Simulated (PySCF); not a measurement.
Si(Cl)(Br)2(NH2), SMILES N[Si](Cl)(Br)Br (H₂Br₂ClNSi) at its CAM-B3LYP/def2-SVP optimised geometry (Å):

```
7

N      0.9249    -0.6351     0.0000
Si    -0.7686    -0.6351     0.0000
Cl    -1.4116    -1.6259    -1.6756
Br    -1.4550     1.4651     0.0000
Br    -1.7069    -1.6438     1.7457
H      1.4536    -1.4651    -0.2457
H      1.4550     0.0295     0.5526
```

Computed with CAM-B3LYP/def2-TZVP in PySCF. Cells within 0.4 Å of a nucleus heavier than hydrogen are left out (blank, or x).

Map of the electrostatic potential (hartree/e), clipped to [-0.08, 0.12] on the plane z = 0.0 Å:

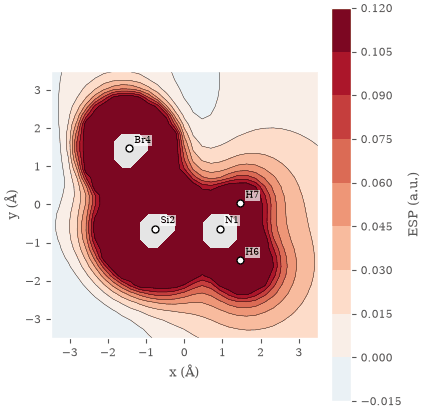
*Electrostatic potential (hartree/e), clipped to [-0.08, 0.12] on the plane z = 0.0 Å.*
